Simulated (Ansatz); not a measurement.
CH4BFOSi

```xyz
9

F    -1.1084   -0.7106   -1.3726
C    -0.5283   -0.0111   -0.3465
Si    1.1675   -0.6872    0.1253
B    -1.4010    1.0152    0.3518
O    -0.5828    1.4394   -0.6112
H     1.6690    0.1355    1.2537
H     2.0920   -0.6024   -1.0323
H     1.0056   -2.0986    0.5507
H    -2.2251    1.4735    1.0639
```

Geometry: PBE0-D4/def2-TZVP.

The calculation used Ansatz, RKS PBE0-D4/def2-TZVPP.

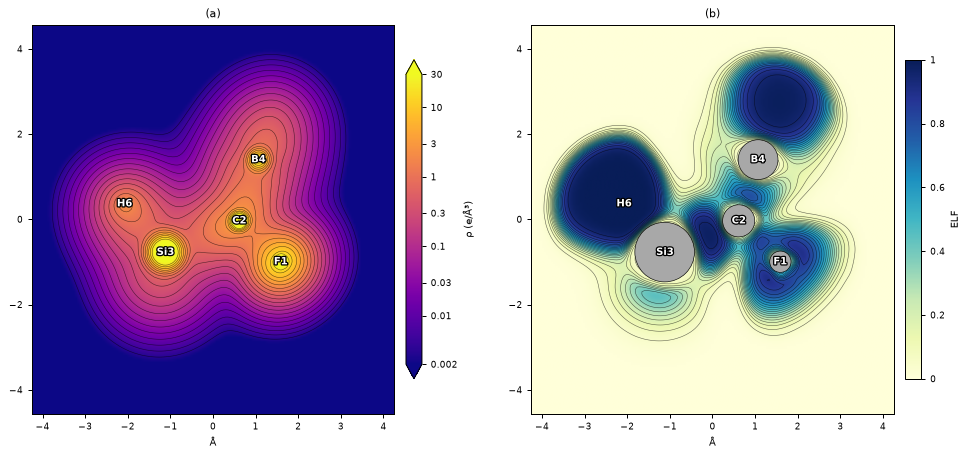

Figure 1. (a) total electron density; (b) electron localisation function on the plane of atoms C2, Si3 and H6. Grey discs cover the atomic cores in the ELF map.

What does the map show?

Answer. The plane passes through F, C, Si, B and H nuclei. C–F (1.37 Å): ρ is about 2.1 e/Å³ halfway, with its minimum of 1.7 e/Å³ about 0.5 Å from C; the ELF peaks at about 0.85 between the atoms; a shared but strongly polarised pair. C–B (1.52 Å): the density is about 1.4 e/Å³ at the midpoint; the ELF peaks at about 0.85 between the atoms (a covalent bond). C–Si (1.89 Å): ρ at the midpoint is about 0.98 e/Å³; the ELF peaks at about 1 between the atoms; localised, covalent bonding. Si–H (1.48 Å): the density is about 0.81 e/Å³ at the midpoint; the ELF climbs to about 1 towards the hydrogen, as it does in any bond to H. The ELF also peaks beside F1, away from the bonds: lone-pair regions.

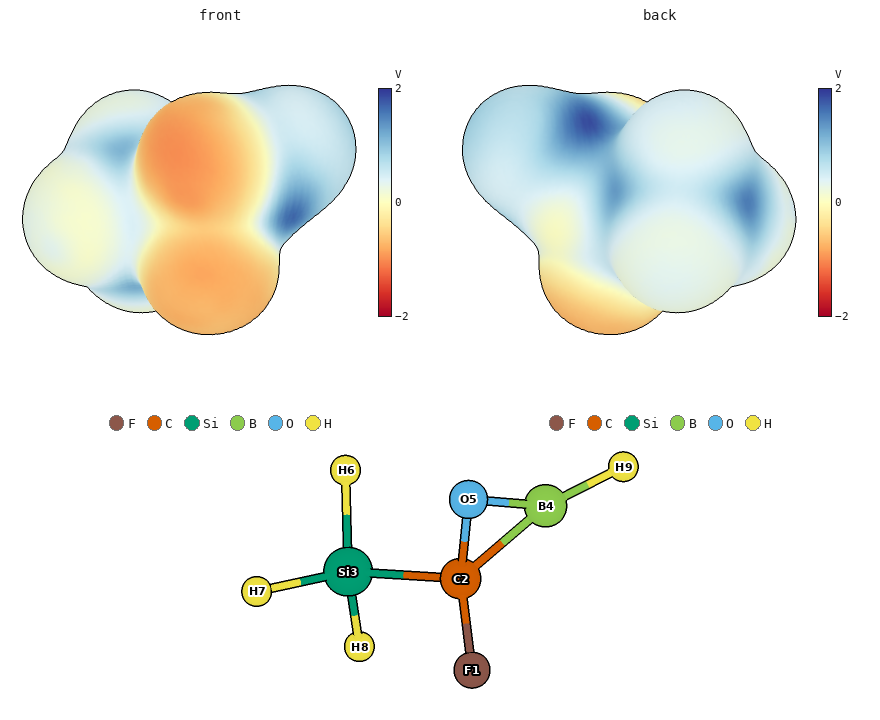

Figure 2. The electrostatic potential painted on the density surface at 0.002 e/bohr³, seen from the front and from behind; the colour scale runs from red (negative) to blue (positive). The bare structure is drawn below in the same view.

Where is the surface potential most negative and most positive?

Answer. The most negative region (about −1.0 V) lies over O5, the most positive (about +1.7 V) over B4.

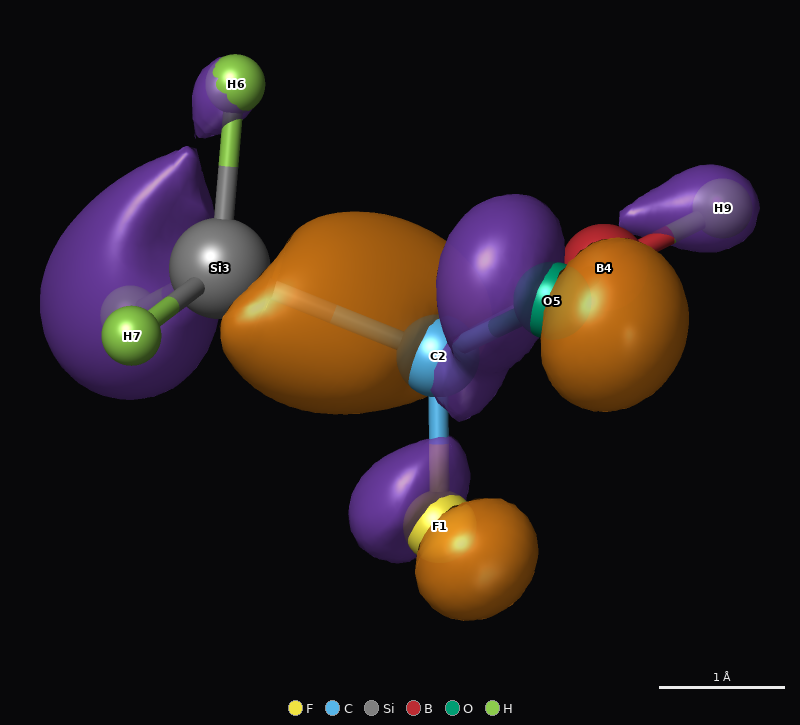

Figure 3. The HOMO−1 at ±0.15 Å⁻³ᐟ² (orange and purple are the two phases), seen across its widest extent.

Where does this orbital lie, and at what energy?

Answer. It lies mainly on O5 (about 25 %), Si3 (about 20 %), C2 (about 20 %), F1 (about 10 %) and H8 (about 10 %). Its energy is −9.58 eV.
